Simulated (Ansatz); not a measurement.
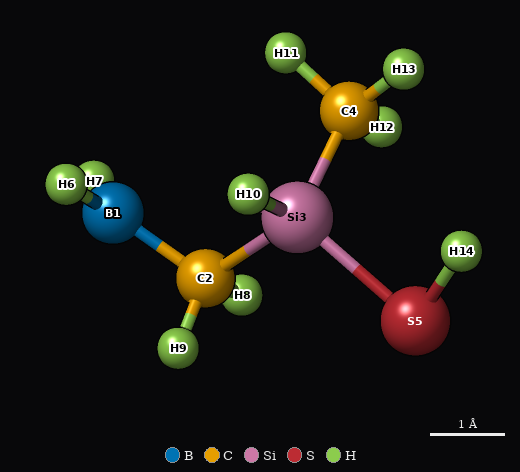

Starting structure of C2H9BSSi. Style: ball-and-stick. Shown at a tilt.

The run prepares an end point of a later path (hydrogen shift) calculation, from a guessed geometry.

All numbers below come from RKS r2SCAN-D4/6-31G* (Ansatz).

Input
```yaml
crystal:
  periodic: [false, false, false]
  atoms:
    - { symbol: B, position_ang: [-0.6833, -1.2782, 1.6978] }
    - { symbol: C, position_ang: [0.4648, -1.1829, 0.6481] }
    - { symbol: Si, position_ang: [0.5346, 0.5169, -0.1463] }
    - { symbol: C, position_ang: [-0.894, 0.856, -1.1475] }
    - { symbol: S, position_ang: [2.2898, 0.5961, -1.4295] }
    - { symbol: H, position_ang: [-0.74, -0.4975, 2.6217] }
    - { symbol: H, position_ang: [-1.5916, -1.9951, 1.5309] }
    - { symbol: H, position_ang: [0.3493, -1.9227, -0.1507] }
    - { symbol: H, position_ang: [1.4232, -1.3785, 1.2206] }
    - { symbol: H, position_ang: [0.6946, 1.5383, 0.9413] }
    - { symbol: H, position_ang: [-1.8695, 0.823, -0.4629] }
    - { symbol: H, position_ang: [-1.0487, 0.0748, -1.911] }
    - { symbol: H, position_ang: [-0.9366, 1.8698, -1.6371] }
    - { symbol: H, position_ang: [1.9943, 1.9508, -1.7468] }
basis:
  gaussian: { orbitals: "6-31G*" }
hamiltonian:
  xc: r2scan
  dispersion: d4
relax:
  f_tol: 0.02
  max_steps: 50
```

Command:
```bash
ansatz run input.yaml --threads 2 --pin off --max-ram 3072MiB --backend cpu --events-out ev --progress --plain --runs-dir out
```

**What does the optimiser find from here?**

The atom that moves furthest after the best rigid fit is H7 (0.54 Å). By element the largest moves are H 0.54 Å, C 0.17 Å, B 0.12 Å, S 0.09 Å, Si 0.05 Å. Some distances before and after: Si3–C4 1.777 → 1.876 Å, C4–H11 1.192 → 1.098 Å, S5–H14 1.422 → 1.351 Å, C2–H9 1.133 → 1.099 Å. Among the angles between lasting bonds that change: B1–C2–H9 105.8° → 114.5°, Si3–S5–H14 89.9° → 96.2°, B1–C2–Si3 111.6° → 106.5°. Groups turn about B1–C2 by about 30°. After 8 accepted moves (11 points after the start) the energy has fallen by 0.455 eV. The largest force component goes from 4 to 0.015 eV/Å. The line search rejected the trial steps at points 3, 7, 10 of the run.

Step by step:

| step | E − E(0), eV | largest force component, eV/Å | note |
| --- | --- | --- | --- |
| 0 | 0.0000 | 3.9695 |  |
| 1 | -0.2725 | 1.6476 |  |
| 2 | -0.4039 | 0.2926 |  |
| 3 | -0.3174 | 1.4474 | rejected |
| 4 | -0.4300 | 0.1331 |  |
| 5 | -0.4403 | 0.1166 |  |
| 6 | -0.4493 | 0.0683 |  |
| 7 | -0.4486 | 0.3631 | rejected |
| 8 | -0.4538 | 0.0477 |  |
| 9 | -0.4543 | 0.0744 |  |
| 10 | -0.4543 | 0.1070 | rejected |
| 11 | -0.4549 | 0.0150 |  |

Final geometry:

```xyz
14

B    -0.7110   -1.2550    1.5841
C     0.5665   -1.1676    0.7246
Si    0.5406    0.5388   -0.1072
C    -1.0440    0.8362   -1.0661
S     2.2673    0.5153   -1.4082
H    -0.7232   -0.8328    2.7090
H    -1.7364   -1.6732    1.1163
H     0.6070   -1.8915   -0.1012
H     1.5031   -1.1879    1.2982
H     0.7126    1.6106    0.9155
H    -1.9043    0.8910   -0.3853
H    -1.2270    0.0228   -1.7785
H    -1.0035    1.7761   -1.6300
H     2.1392    1.7882   -1.8426
```

After the run, drawn alike:

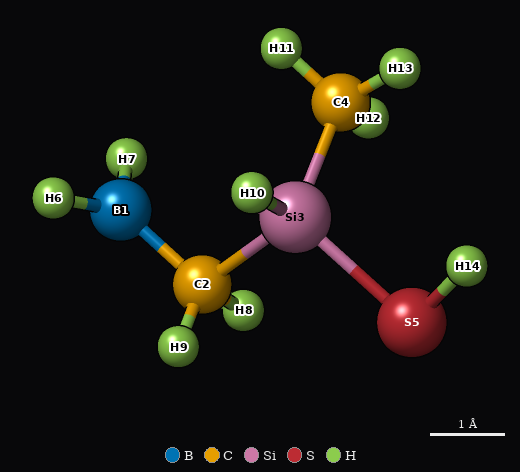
